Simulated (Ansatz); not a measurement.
# Leakage through CaO between Ta(100) and Ta(100): one more thickness

The current through thinner CaO barriers is known. What leaks through 5 layers at 0.25 V?

**Method.** Ansatz 0.2.0, plane waves with PAW datasets, PBE; a slab with two metal leads whose outer parts are reservoirs, with density and current solved under bias (Landauer, 300 K). The CaO is strained to the lead's lattice, the interfaces are relaxed in a short slab (PBE+D3(BJ)), and bulk layers are laid on.

Results; the value marked ? is to be predicted:

```tsv
layers of CaO	cell length (Å)	drop between the leads' cuts at 0.25 V (V)	current density at 0.25 V (A/m²)
1	62.68	0.210	8.02×10¹³
3	67.55	0.239	1.62×10¹³
4	69.99	0.247	6.08×10¹²
5	72.41	0.249	?
```

**Estimate by hand.**

Deep in a barrier the current should fall by a fixed factor for each layer; the steps shown give 2.2 and 2.7 per layer. A straight line through ln J for 3 and 4 layers has the slope −0.9774 per layer, a factor of 2.7; with about 2.44 Å per layer that is β = 0.40 Å⁻¹. Then J = exp(33.346 − 0.9774 × 5). Predicted: 2.29×10¹² A/m².

What the run gave:

2.61×10¹² A/m², so the prediction is 12 % too low. From 4 to 5 layers the current falls by 2.3 per layer, against the fitted 2.7.

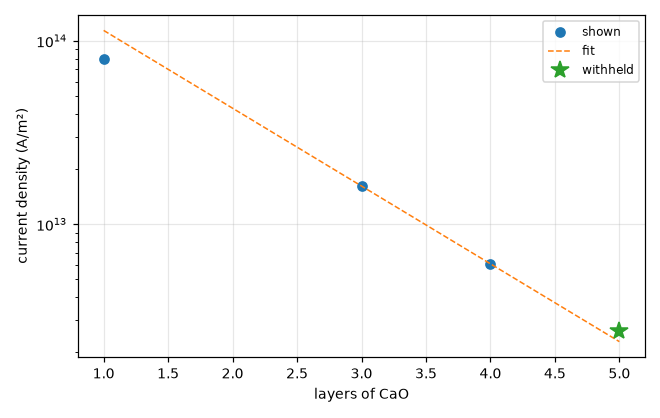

Current density against thickness.

**Limits.** On every other k-point the currents of these runs, at any bias, move by up to 22 %. A semilocal functional makes the barrier's gap too small; each thickness has its own relaxed interfaces. At 5 layers the conductance at 0 V times the bias is 2.0 times the current, a sign of narrow levels at zero bias or of coarse sampling. Spin-orbit coupling is left out, which matters for Ta.

[Logs are printed without paths, hosts, clocks, repeated set-up lines and the standing remarks that a program may print on its own settings, such as how far it seeks lower states.]
